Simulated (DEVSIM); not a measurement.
System: TaN/SiO2/n-GaAs capacitor, at 500 K.

| layer (left to right) | material | thickness (nm) | Nd (cm⁻³) |
|---|---|---|---|
| 1 | SiO2 | 1.80 | - |
| 2 | GaAs | 3800 | 2.9e16 |

Metal gate on the left, work function 4.4 eV. Fixed charge at the semiconductor interface 3.3e10 cm⁻² (in units of +e); no interface traps.

Constants are typed, rounded textbook-type inputs, not results; the design itself was drawn at random and stands for no fabricated device. Values at 300 K; Nc and Nv go as T^1.5, mobilities as T to minus their exponent, the gap by Varshni's rule with the affinity fixed.

```csv
parameter,SiO2,GaAs
gap (eV),9,1.424
affinity (eV),0.9,4.07
permittivity,3.9,12.9
Nc (cm⁻³),-,4.7e17
Nv (cm⁻³),-,9e18
Varshni α (eV/K),-,0.000541
Varshni β (K),-,204
```

Simulated with DEVSIM: 1D Poisson equation in equilibrium, Boltzmann statistics, complete ionisation; no quantum confinement or tunnelling. Metal contacts follow the ideal Schottky-Mott rule: no Fermi-level pinning, no interface dipoles.

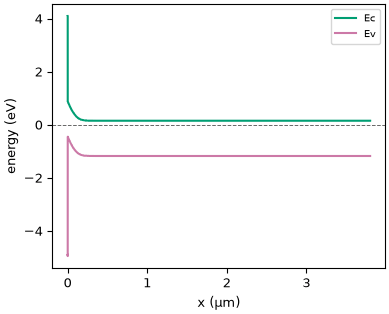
*Band edges at -0.6 V on the gate*

Energies count from the Fermi level of the right contact; mesh points crowd at the junctions.

```
x (μm)     Ec (eV)  Ev (eV)  n (cm⁻³)  p (cm⁻³)  field (V/cm)
---------  -------  -------  --------  --------  ------------
0.000        4.100   -4.900     < 1e2     < 1e2       -260000
0.0007501    4.080   -4.920     < 1e2     < 1e2       -260000
0.001460     4.062   -4.938     < 1e2     < 1e2       -260000
0.002382     0.879   -0.450     1.4e9    5.7e14        -75000
0.005140     0.858   -0.470     2.3e9    3.5e14        -73000
0.01012      0.822   -0.506     5.2e9    1.5e14        -71000
0.01996      0.754   -0.575    2.5e10    3.1e13        -67000
0.05053      0.567   -0.761    1.9e12    4.1e11        -55000
0.1058       0.326   -1.003    5.3e14     1.5e9        -33000
0.2148       0.164   -1.164    2.2e16     3.6e7         -3300
0.4369       0.153   -1.175    2.9e16     2.7e7           ≈ 0
1.166        0.153   -1.175    2.9e16     2.7e7           ≈ 0
2.252        0.153   -1.175    2.9e16     2.7e7           ≈ 0
3.041        0.153   -1.175    2.9e16     2.7e7           ≈ 0
3.518        0.153   -1.175    2.9e16     2.7e7           ≈ 0
3.663        0.153   -1.175    2.9e16     2.7e7           ≈ 0
3.734        0.153   -1.175    2.9e16     2.7e7           ≈ 0
3.770        0.153   -1.175    2.9e16     2.7e7           ≈ 0
3.790        0.153   -1.175    2.9e16     2.7e7           ≈ 0
3.797        0.153   -1.175    2.9e16     2.7e7           ≈ 0
3.800        0.153   -1.175    2.9e16     2.7e7           ≈ 0
3.802        0.153   -1.175    2.9e16     2.7e7           ≈ 0
```
